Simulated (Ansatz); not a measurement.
```json
{"atom": "C", "x (Å)": "0.9254", "y (Å)": "-1.3769", "z (Å)": "1.3588"}
{"atom": "C", "x (Å)": "1.0874", "y (Å)": "-0.5549", "z (Å)": "0.1369"}
{"atom": "H", "x (Å)": "0.0950", "y (Å)": "-1.2030", "z (Å)": "2.0476"}
{"atom": "H", "x (Å)": "1.5331", "y (Å)": "-2.2709", "z (Å)": "1.5198"}
{"atom": "H", "x (Å)": "0.7585", "y (Å)": "0.4854", "z (Å)": "0.2912"}
{"atom": "H", "x (Å)": "0.4869", "y (Å)": "-0.9461", "z (Å)": "-0.7104"}
{"atom": "H", "x (Å)": "2.1323", "y (Å)": "-0.5335", "z (Å)": "-0.2121"}
```

Geometry: PBE0-D3(BJ)/def2-SVP.

Theory: isolated molecule in a Gaussian basis; Kohn-Sham density functional theory, functional PBE0 (Ansatz).

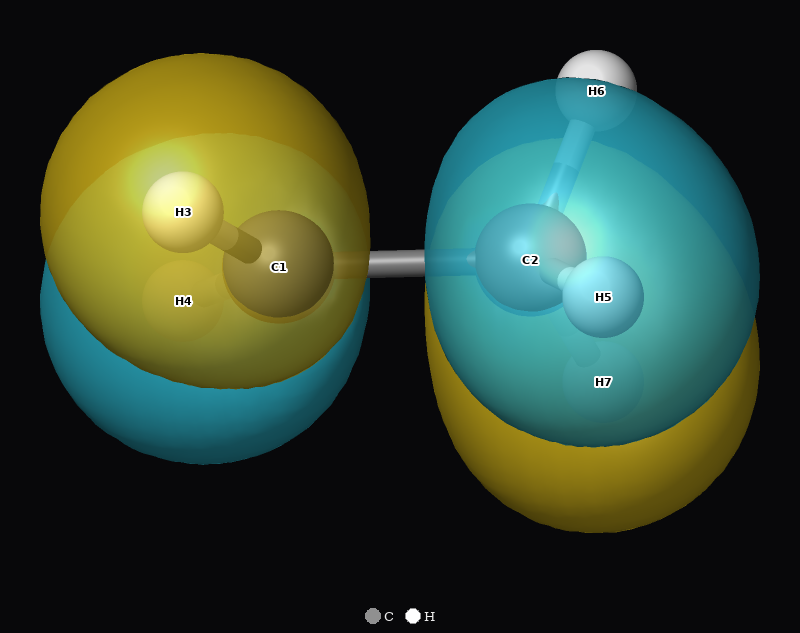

C₂H₅ (doublet). The HOMO−1 (α) at ±0.1 Å⁻³ᐟ² (yellow and cyan are the two phases), seen from one side.

**Where does this orbital lie, and at what energy?**

It lies mainly on C2 (about 25 %), C1 (about 20 %), H7 (about 15 %), H5 (about 15 %), H4 (about 10 %) and H3 (about 10 %). Its energy is −9.97 eV.
